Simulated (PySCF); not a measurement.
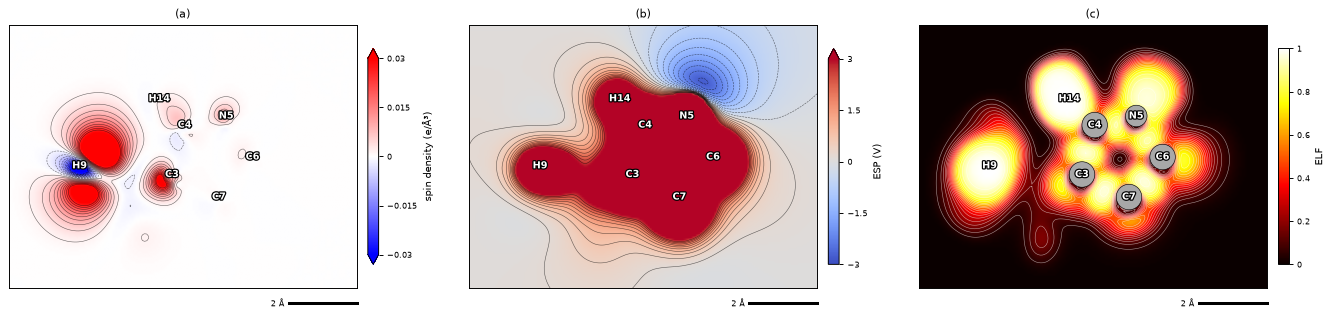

The picture shows: C6H9FN (doublet). (a) spin density; (b) molecular electrostatic potential; (c) ELF on the plane of atoms N5, C4 and H14. Grey discs cover the atomic cores in the ELF map.

Geometry: GFN2-xTB.

All numbers below come from UKS B3LYP, pcH-1 on C F H N, non-relativistic, mean-field spin-orbit, GIAO in PySCF 2.14.0, density-fitted response routines.

```xyz
17

C     2.5731   -0.0089    0.2374
C     1.2809   -0.7057    0.2863
C     0.1241    0.1579   -0.2455
C    -0.2180    1.2805    0.6996
N    -1.4151    1.3565    1.0763
C    -2.1956    0.3013    0.4841
C    -1.2276   -0.5796   -0.3405
F    -1.1582   -1.8429    0.2106
H     2.7987    0.6656   -0.5658
H     3.3407   -0.2342    0.9500
H     1.0581   -1.0339    1.3054
H     1.3114   -1.6203   -0.3291
H     0.4059    0.5679   -1.2203
H     0.5264    1.9759    1.0509
H    -2.6676   -0.2818    1.2780
H    -2.9827    0.7434   -0.1295
H    -1.5616   -0.7299   -1.3712
```

Question: What do the fields say about this system?

Answer:
- Atoms in the plane: C, N and H.
- C–N (1.26 Å): the ELF peaks at about 0.90 between the atoms: a multiple bond.
- C–H (1.08 Å): the ELF climbs to about 1 towards the hydrogen, as it does in any bond to H (an ordinary covalent bond to hydrogen).
- C–N (1.44 Å): the ELF peaks at about 0.90 between the atoms, as expected for a covalent bond.
- C–C (1.54 Å): the ELF peaks at about 0.95 between the atoms (a covalent bond).
- The ELF also peaks beside N5, away from the bonds: non-bonding electrons, paired or unpaired.
- The unpaired spin (1 electron) lies mostly on C1 (about 0.7) and H9 (about 0.1), in electrons by Hirshfeld's partition.
- Outside the dense part of the molecule the potential is most negative (−2.8 V) near N5.
